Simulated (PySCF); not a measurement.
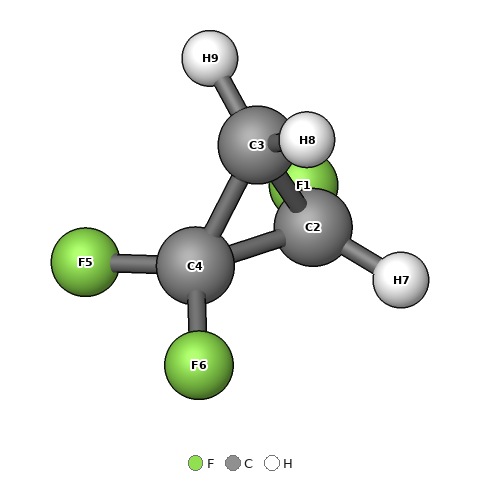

Structure of C₃H₃F₃, SMILES F[C@H]1CC1(F)F.

Kohn-Sham orbital energies near the frontier, BHandHLYP/def2-SVPD in PySCF 2.14.0, at a PBE0-D3(BJ)/def2-SVP geometry (no frequency check), isolated molecule; empty levels in grey, levels within 0.03 eV side by side.

> Where do the frontier orbitals lie?

HOMO at −10.13 eV, LUMO at 1.09 eV, 11.22 eV apart.

> How far below the HOMO does the next level lie?

0.76 eV.

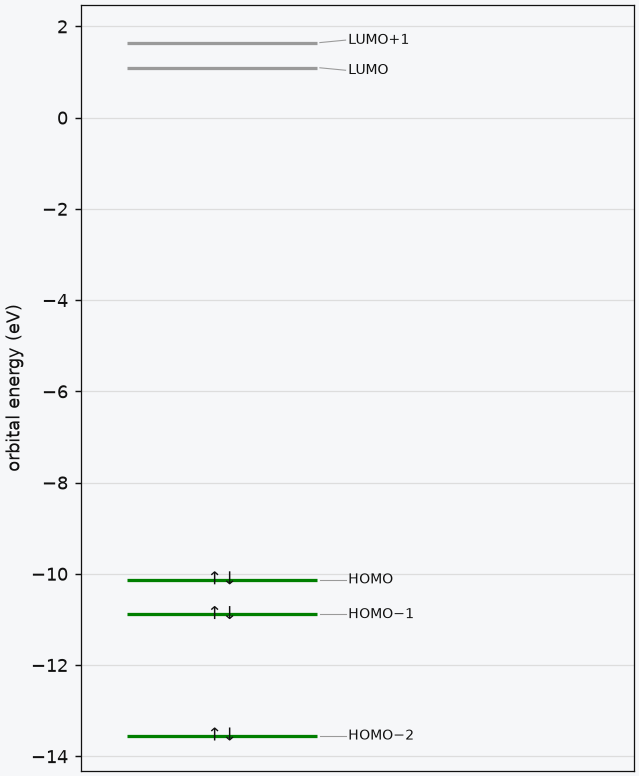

Caveats: empty levels above zero depend strongly on the basis.
